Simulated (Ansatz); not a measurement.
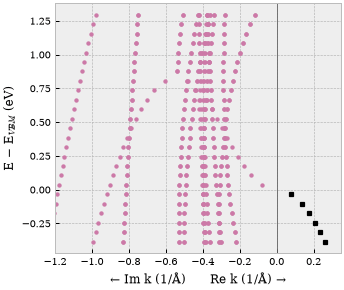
Figure: Complex bands at the centre of the two-dimensional zone; r2SCAN in Ansatz (a first-principles code)

The gap is the functional's own. No spin-orbit coupling. Mid-gap values are interpolated on the energy grid.

Problem. This is WSe2 (P6_3/mmc, 6 atoms a cell, 19.8 Å³ an atom, 2 GPa at this level) along the normal of (100). Read off the slowest decay at the centre of the two-dimensional zone at 0.53 eV, the computed energy nearest the middle of the gap.

Solution. κ ≈ 0.27 1/Å, a decay length 1/(2κ) of the density of 1.8 Å.
